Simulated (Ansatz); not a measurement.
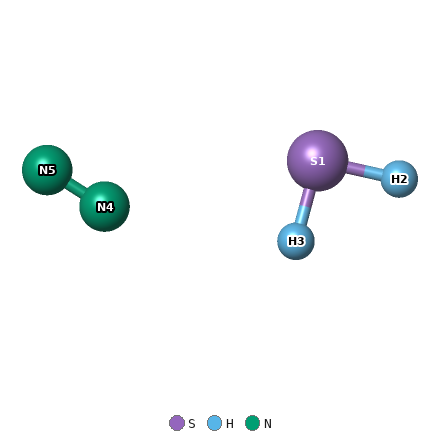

The system is the pair H₂S···N₂; the picture shows the reference structure. The first coordinate is: separation of S1 and N4 along their line in the relaxed pair; the second: sideways slip of N4, N5. Nothing is relaxed (both partners rigid). Grid: 15 × 15 points. Points are written as (first, second). Energies are in kcal/mol, from the lowest grid point. Theory: RKS PBE0-D4/def2-TZVPD (Ansatz).

Its coordinates:

```yaml
atoms:
  - { symbol: S, position_ang: [0.3734, 0.4631, -1.3205] }
  - { symbol: H, position_ang: [0.2786, 0.2888, -2.6475] }
  - { symbol: H, position_ang: [-0.4126, -0.5933, -1.0657] }
  - { symbol: N, position_ang: [-0.2666, -0.2921, 2.0375] }
  - { symbol: N, position_ang: [0.0272, 0.1334, 2.9962] }
```

Range: separation of S1 and N4 along their line in the relaxed pair from 2.941 to 5.541 Å; sideways slip of N4, N5 from −1.500 to 1.500 Å.

Q: Predict the map.

A: The lowest grid point is at (3.556 Å, 0.000 Å). No other kind of well shows on this grid. The highest grid point, (2.941 Å, −0.643 Å), lies 1.54 kcal/mol above the lowest.

| second ↓, first → | 2.941 | 3.005 | 3.111 | 3.242 | 3.391 | 3.556 | 3.735 | 3.926 | 4.128 | 4.341 | 4.564 | 4.796 | 5.036 | 5.284 | 5.541 |
| --- | --- | --- | --- | --- | --- | --- | --- | --- | --- | --- | --- | --- | --- | --- | --- |
| 1.500 | 0.39 | 0.32 | 0.25 | 0.21 | 0.22 | 0.26 | 0.33 | 0.40 | 0.47 | 0.53 | 0.58 | 0.63 | 0.66 | 0.69 | 0.71 |
| 1.286 | 0.44 | 0.34 | 0.23 | 0.17 | 0.17 | 0.21 | 0.27 | 0.35 | 0.43 | 0.50 | 0.56 | 0.61 | 0.65 | 0.68 | 0.70 |
| 1.071 | 0.51 | 0.37 | 0.22 | 0.14 | 0.12 | 0.15 | 0.22 | 0.31 | 0.39 | 0.47 | 0.54 | 0.59 | 0.64 | 0.67 | 0.70 |
| 0.857 | 0.59 | 0.42 | 0.23 | 0.11 | 0.07 | 0.10 | 0.17 | 0.26 | 0.36 | 0.44 | 0.52 | 0.58 | 0.63 | 0.66 | 0.69 |
| 0.643 | 0.69 | 0.48 | 0.25 | 0.10 | 0.04 | 0.06 | 0.13 | 0.23 | 0.33 | 0.42 | 0.50 | 0.56 | 0.62 | 0.65 | 0.68 |
| 0.429 | 0.83 | 0.57 | 0.29 | 0.10 | 0.02 | 0.03 | 0.10 | 0.19 | 0.30 | 0.40 | 0.48 | 0.55 | 0.61 | 0.65 | 0.68 |
| 0.214 | 1.00 | 0.70 | 0.35 | 0.12 | 0.01 | 0.01 | 0.07 | 0.17 | 0.28 | 0.38 | 0.47 | 0.54 | 0.60 | 0.64 | 0.68 |
| 0.000 | 1.19 | 0.84 | 0.43 | 0.15 | 0.02 | 0.00 | 0.06 | 0.15 | 0.26 | 0.37 | 0.46 | 0.54 | 0.59 | 0.64 | 0.67 |
| −0.214 | 1.37 | 0.97 | 0.52 | 0.19 | 0.03 | 0.00 | 0.05 | 0.15 | 0.26 | 0.36 | 0.45 | 0.53 | 0.59 | 0.64 | 0.67 |
| −0.429 | 1.50 | 1.07 | 0.58 | 0.23 | 0.05 | 0.01 | 0.05 | 0.15 | 0.25 | 0.36 | 0.45 | 0.53 | 0.59 | 0.64 | 0.67 |
| −0.643 | 1.54 | 1.11 | 0.61 | 0.25 | 0.07 | 0.02 | 0.06 | 0.16 | 0.26 | 0.37 | 0.46 | 0.53 | 0.59 | 0.64 | 0.67 |
| −0.857 | 1.48 | 1.07 | 0.59 | 0.26 | 0.08 | 0.04 | 0.08 | 0.17 | 0.27 | 0.38 | 0.47 | 0.54 | 0.60 | 0.64 | 0.68 |
| −1.071 | 1.33 | 0.97 | 0.54 | 0.24 | 0.09 | 0.06 | 0.11 | 0.19 | 0.29 | 0.39 | 0.48 | 0.55 | 0.60 | 0.65 | 0.68 |
| −1.286 | 1.13 | 0.82 | 0.47 | 0.22 | 0.11 | 0.09 | 0.14 | 0.22 | 0.32 | 0.41 | 0.49 | 0.56 | 0.61 | 0.65 | 0.68 |
| −1.500 | 0.92 | 0.68 | 0.40 | 0.21 | 0.12 | 0.12 | 0.18 | 0.26 | 0.35 | 0.44 | 0.51 | 0.57 | 0.62 | 0.66 | 0.69 |

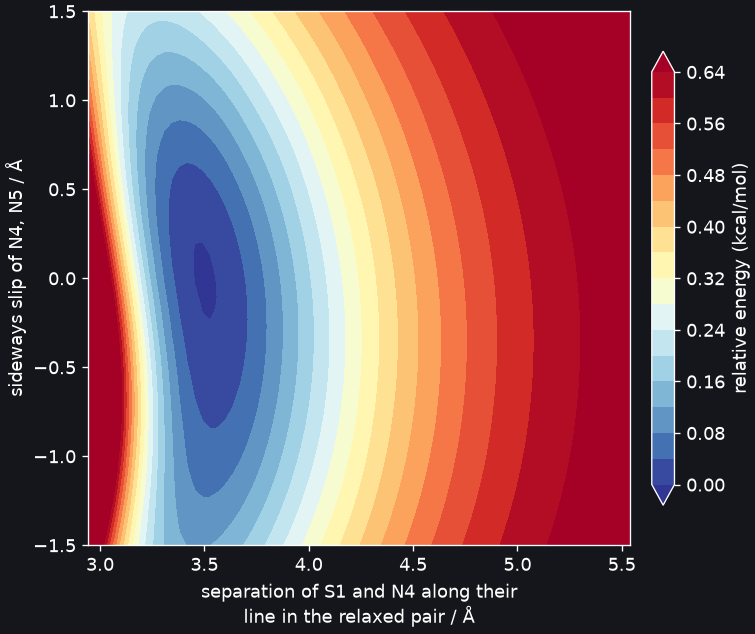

In the figure: filled contours, one colour for all values above the top of the scale. Between grid points the surface is interpolated.

Each point was launched as `ansatz run input.yaml --threads 1 --pin off --max-ram 2560MiB --backend cpu --events-out ev --progress --plain --runs-dir out`. The whole map (225 points run) took 12 min on 1 thread of Arm Neoverse V1 (shared host).
